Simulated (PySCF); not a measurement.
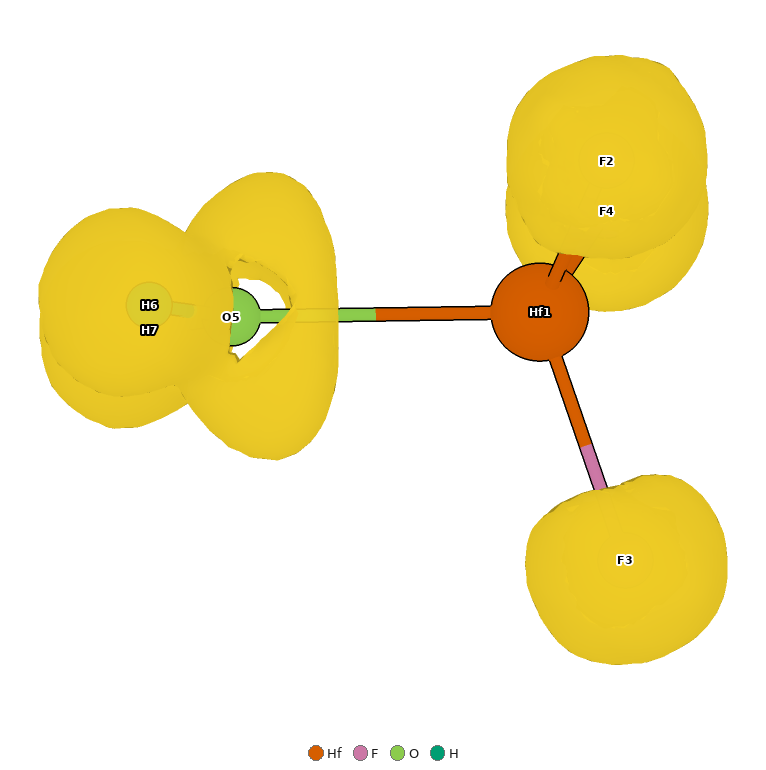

*F$_{3}$H$_{2}$HfO (charge +1). Isosurface of the ELF at 0.8 (yellow), seen from one side. Core shells and regions of very low density are left out.*

Core potentials replace the inner electrons of Hf.

Level of theory: PySCF 2.14.0, RKS PBE0, Hf def2-SVP with ECP60, F def2-SVP, O def2-SVP, H def2-SVP; non-relativistic Hamiltonian with scalar-relativistic core potentials where named; density fitting.

```xyz
7

Hf    0.0292   -0.0406    0.0406
F     1.0414    1.1491    1.0733
F    -1.1012   -1.0953    1.0953
F     1.0414   -1.0733   -1.1491
O    -1.2174    1.2285   -1.2285
H    -1.5481    2.1209   -1.0136
H    -1.5481    1.0136   -2.1209
```

Question: Where are the electrons localised?

Answer: At this value the surface marks out three regions wrapped around F (the valence shell of each) and one joined region spread over several atoms (H, O), in which their bonds and any lone pairs are merged. Along the contacts the grid gives the following. Hf–F (1.87 Å): the ELF peaks at about 0.80 in the valence shell of F, 0.5 Å from its nucleus, and drops to about 0.20 between the two atoms. Hf–O (2.19 Å): the ELF peaks at about 0.90 in the valence shell of O, 0.6 Å from its nucleus, and drops to about 0.15 between the two atoms.
